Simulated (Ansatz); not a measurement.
# Direct or indirect: KZnF3 (Pm-3m)

```
Zn K F
1.0
     4.05000    0.00000    0.00000
     0.00000    4.05000    0.00000
     0.00000    0.00000    4.05000
Zn K F
1 1 3
Direct
  0.50000 0.50000 0.50000
  0.00000 0.00000 0.00000
  0.50000 0.00000 0.50000
  0.00000 0.50000 0.50000
  0.50000 0.50000 0.00000
```

Method: Ansatz, r2SCAN, independent particles, without spin-orbit coupling, line width 0.1 eV (Gaussian). The band structure gives a fundamental gap of 4.63 eV. The spectrum of vertical transitions near the edge:

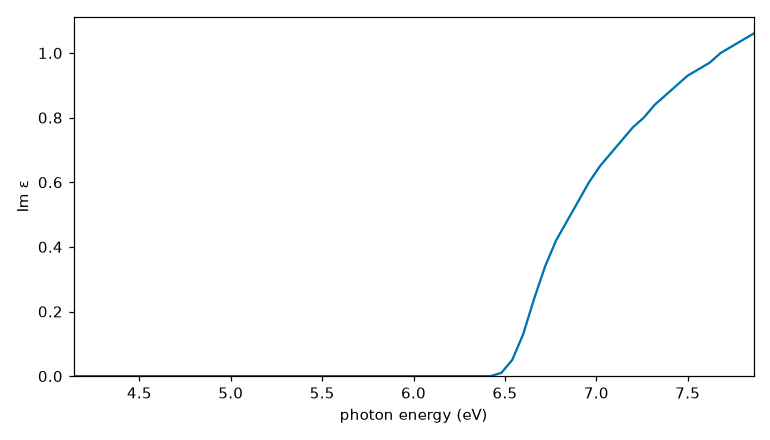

Q: Is the gap direct or indirect, and about where do vertical transitions set in?

A: Indirect, by the band path, whose least direct gap is 6.59 eV. The curves fit this: they stay near zero above 4.63 eV and rise only from about 6.6 eV, though a forbidden direct transition would look alike. Lines are broadened by 0.1 eV, which spreads the edge, and phonons, which would give weak absorption from the fundamental gap up, are left out.

[Logs are printed without paths, hosts, clocks, repeated set-up lines and the standing remarks that a program may print on its own settings, such as how far it seeks lower states.]
